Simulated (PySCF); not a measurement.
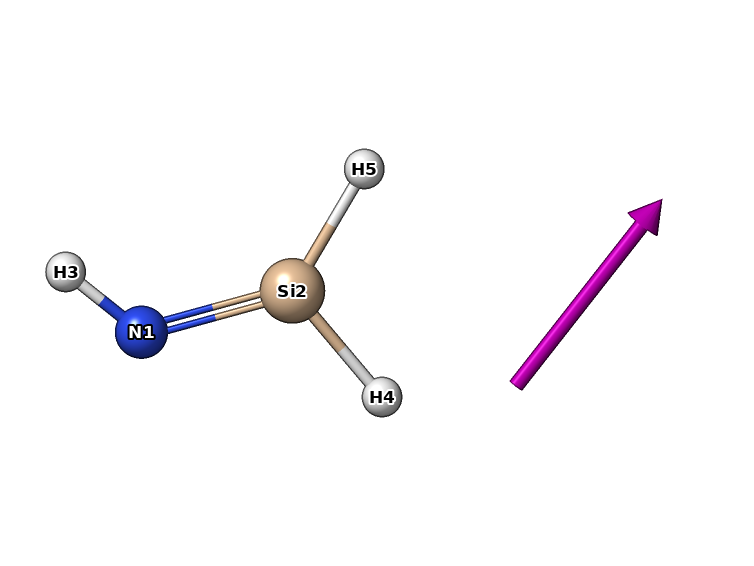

The arrow beside the molecule shows the direction of the dipole moment, from the negative to the positive end (its length means nothing). The computed structure is the end point of a GFN2-xTB optimisation. No frequency run is at hand to confirm it as a minimum. Level of theory: PBE0/pcSseg-1, gas phase (PySCF 2.14.0).

Estimate the dipole moment.

2.34 D; it points from the side of N1, H3 to the side of H5 (the outermost atoms at the two ends).

The geometry is semi-empirical. Around Si such bond lengths and angles can be off by a tenth of an ångström or more and by several degrees, and values that hang on the shape move with them.
